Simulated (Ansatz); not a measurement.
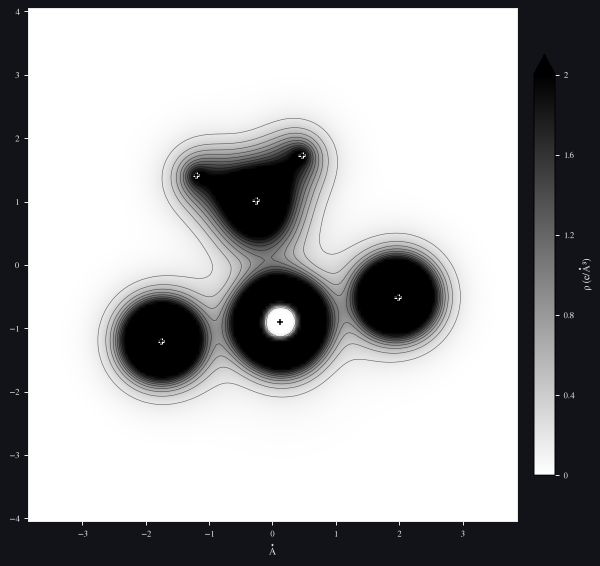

The electron density on a plane through atoms (crosses mark nuclei in the plane).

Theory: RKS PBE-D4/def2-SVP in Ansatz.

Candidates:
A. F₃H₃NOTa···HCl
B. GaH₄NO···H₂S

Question: Which candidate gave the map?

Answer: Candidate A: F₃H₃NOTa···HCl on the plane of atoms F3, Ta1 and N5, which holds Ta, F, N and H. Ta–F (1.90 Å): ρ is about 0.97 e/Å³ halfway. Ta–N (1.96 Å): ρ at the midpoint is about 1 e/Å³.
